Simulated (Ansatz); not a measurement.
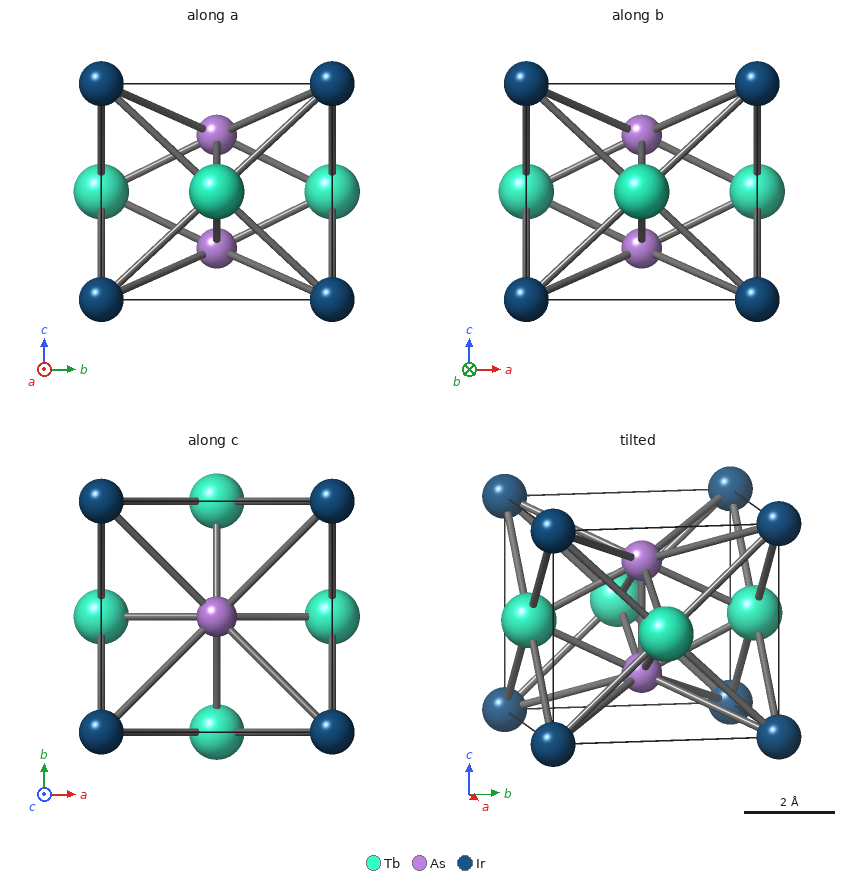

Shown here is a ball-and-stick view of the crystal, taken along the a axis, along the b axis, along the c axis and slightly off an axis. The conventional unit cell is outlined; an atom on or near a face, edge or corner is repeated at each equivalent position.

Lattice parameters: a = 5.1322 Å, b = 5.1322 Å, c = 4.7993 Å, α = 90.000°, β = 90.000°, γ = 90.000°.

Q: Record the structure as a CIF in P1 with every atom of the cell, with free fractional coordinates to two decimals.

A:
```cif
data_structure
_symmetry_space_group_name_H-M 'P 1'
_symmetry_Int_Tables_number 1
_cell_length_a 5.1322
_cell_length_b 5.1322
_cell_length_c 4.7993
_cell_angle_alpha 90.000
_cell_angle_beta 90.000
_cell_angle_gamma 90.000
_cell_volume 126.41
loop_
_atom_site_label
_atom_site_type_symbol
_atom_site_fract_x
_atom_site_fract_y
_atom_site_fract_z
_atom_site_occupancy
Tb1 Tb 0.50 0.00 0.50 1
Tb2 Tb 0.00 0.50 0.50 1
As1 As 0.50 0.50 0.76 1
As2 As 0.50 0.50 0.24 1
Ir1 Ir 0.00 0.00 0.00 1
```

Its origin is a structure type filled with these elements by a generator (whether the compound takes this form wasn't checked). Earlier steps of the study, as a rule a relaxation of our own, may have changed the cell and positions, so they can lie some per cent off the listed ones. A calculation with Ansatz used it as input.
